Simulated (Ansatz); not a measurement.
**Profile along the O–Ca line in CaO (rock salt)**

CaO (rock salt)

```
CaO
1.0
    0.00000     2.38355     2.38355
    2.38355     0.00000     2.38355
    2.38355     2.38355     0.00000
O Ca
1 1
Direct
  0.00000   0.00000   0.00000
  0.50000   0.50000   0.50000
```

Fields along a shortest O–Ca line of a {110} plane (2.38 Å), from O to Ca, interpolated on the slice's grid (step about 0.2 Å). Calculation: PBEsol (plane waves to 420 eV, PAW, scalar-relativistic; Ansatz, an electronic-structure program). k mesh 12×12×12. Near the nuclei the fields are pseudised (PAW); where an atom keeps semicore shells as valence, they peak there. CaO was relaxed with its symmetry unable to fall.

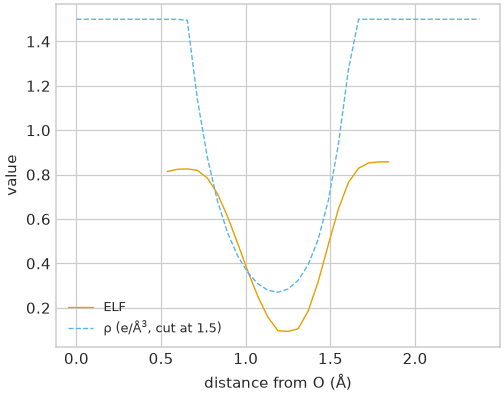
Figure: ELF (away from the nuclei) and valence density from O to Ca.

Density on the O–Ca line (2.38 Å) at its midpoint: 0.27 e/Å³. ELF at that point: 0.10. Character of the O–Ca contact (rough rule: ELF there above 0.7 covalent, below 0.2 ionic, polar between): closed-shell (ionic).
